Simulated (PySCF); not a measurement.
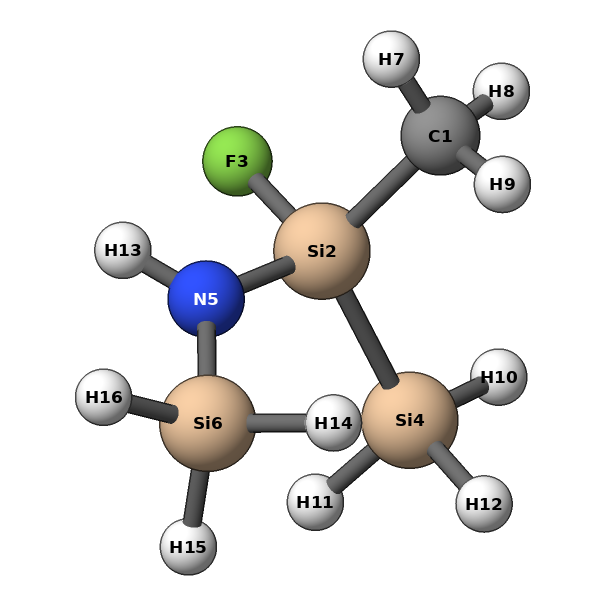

The computed structure is the end point of a GFN2-xTB optimisation. No frequency run is at hand to confirm it as a minimum. Method: GIAO PBE0/pcSseg-1 NMR shielding, non-relativistic, gas phase (PySCF 2.14.0). Principal shieldings σ11 ≤ σ22 ≤ σ33, span Ω = σ33 − σ11, skew κ = 3(σiso − σ22)/Ω.

Give the shielding tensors of the N atoms.

| atom | σ11 | σ22 | σ33 | σiso | Ω | κ |
| --- | --- | --- | --- | --- | --- | --- |
| N5 | 202.9 | 253.6 | 288.0 | 248.2 | 85.1 | −0.19 |

Shieldings and span in ppm.

The geometry is semi-empirical. Around Si such bond lengths and angles can be off by a tenth of an ångström or more and by several degrees, and values that hang on the shape move with them.
